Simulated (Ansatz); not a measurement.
## Electronic structure of BiIO in real space

```csv
atom,x (Å),y (Å),z (Å)
Bi,0.7378,0.6605,-0.1447
O,1.1848,-1.1034,-0.7004
I,-1.9226,0.4429,0.8452
```

Geometry: B3LYP-D4/def2-TZVP; core potentials replace the inner electrons of Bi and I.

The calculation used RKS PBE0-D4/def2-TZVP (Ansatz 0.2.0).

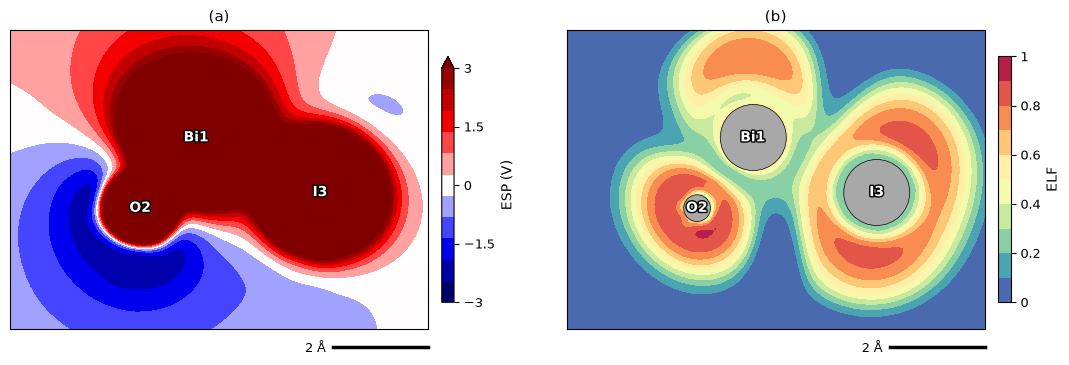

Figure 1. (a) molecular electrostatic potential; (b) electron localisation function on the molecular plane. Grey discs cover the atomic cores in the ELF map.

### Interpret the plot.

The plane passes through Bi, O and I nuclei.
Bi–O (1.90 Å): the ELF peaks at about 0.80 in the valence shell of O, 0.5 Å from its nucleus, and drops to about 0.20 between the two atoms.
Bi–I (2.85 Å): the ELF peaks at about 0.65 in the valence shell of I, 1.2 Å from its nucleus, and is about 0.55 at the midpoint.
The ELF also peaks beside I3, O2 and Bi1, away from the bonds: lone-pair regions.
Outside the dense part of the molecule the potential is most negative (−2.3 V) near O2.

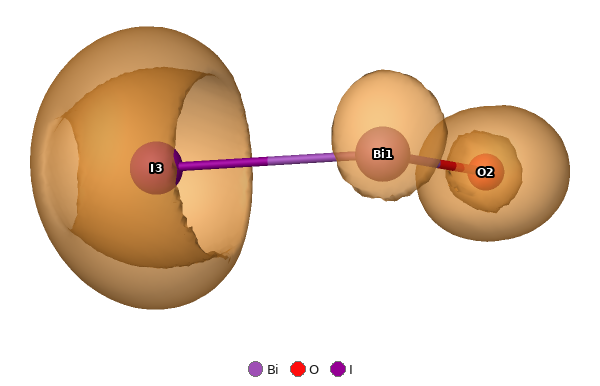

Figure 2. Isosurface of the ELF at 0.75 (orange), seen from one side. Core shells and regions of very low density are left out.

### Describe the localisation domains.

The surface consists of one ring or bowl of non-bonding electrons around I, one lobe on Bi, pointing away from the bonds (lone pairs) and one region wrapped around O (its valence shell).

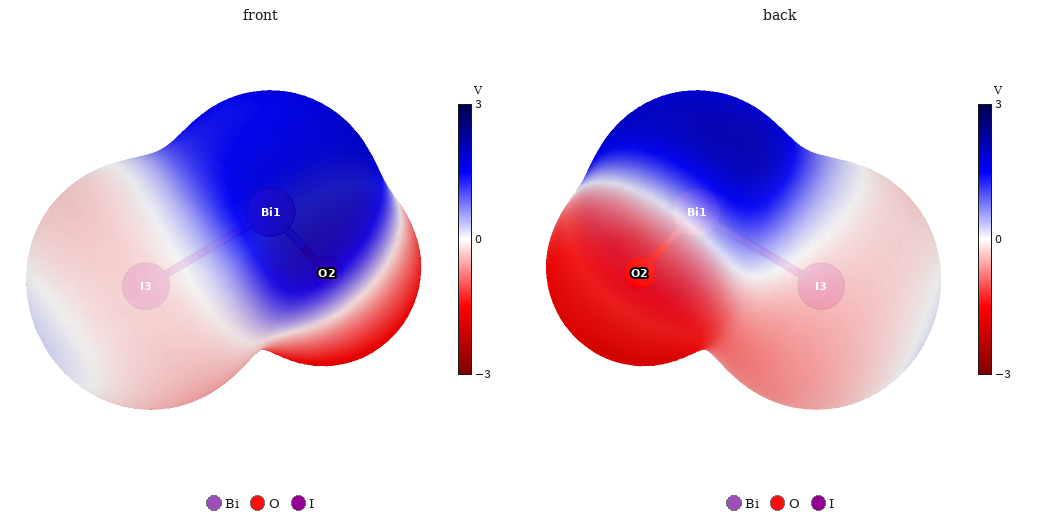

Figure 3. The molecular electrostatic potential painted on the density surface at 0.001 e/bohr³, seen from the front and from behind; the colour scale runs from red (negative) to blue (positive).

### Which sites attract a positive test charge, and which a negative one?

A positive charge is drawn to the negative regions and a negative charge to the positive ones. The most negative region (about −1.8 V) lies over O2, the most positive (about +2.1 V) over Bi1. I3 shows a σ-hole: about +0.2 V at the tip opposite its bond, against about −0.3 V on its flanks. O2 is the likeliest acceptor of a hydrogen bond.
